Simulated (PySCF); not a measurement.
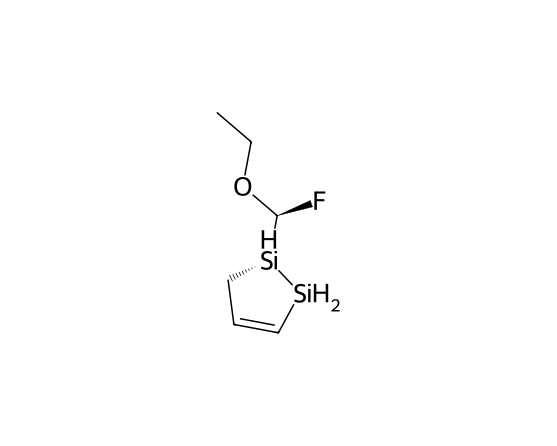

Computed geometry: GFN2-xTB optimisation. No frequency run is at hand to confirm it as a minimum. Level of theory: PBE0/pcSseg-1, gas phase (PySCF 2.14.0).

Give the HOMO energy (Kohn–Sham orbital) at this level.

−7.47 eV.

Estimate the HOMO–LUMO gap.

7.24 eV.

What is the dipole moment?

1.68 D.

The geometry is semi-empirical. Around Si such bond lengths and angles can be off by a tenth of an ångström or more and by several degrees, and values that hang on the shape move with them.
